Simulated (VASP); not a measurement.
Input:

```xyz
2
Lattice="2.5897 0.0000 0.0000 0.0000 2.5897 0.0000 0.0000 0.0000 2.5897" Properties=species:S:1:pos:R:3 pbc="T T T"
Cu     0.0000     0.0000     0.0000
O      1.2949     1.2949     1.2949
```

Method: PBEsol GGA, VASP's PBE PAW potentials (set 64) (plane waves; VASP). Settings: 520 eV cut-off, 16×16×16 Γ-centred mesh, tetrahedra with Blöchl corrections, potentials Cu O.

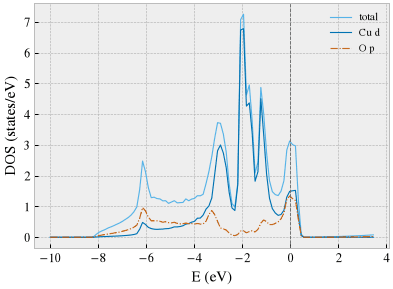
*Total and projected density of states, zero at the Fermi level*

Within 2 eV below the Fermi level the largest weight inside VASP's projection spheres is Cu d, then O p.

It has no gap at this level: it comes out as a metal or semimetal.

The structure was generated: CuO was put into the CsCl type (Pm-3m), which need not be its known phase. It was relaxed first, which changed the volume by +50 %. The electron count is odd and the run is not spin-polarised, which forces a metal.
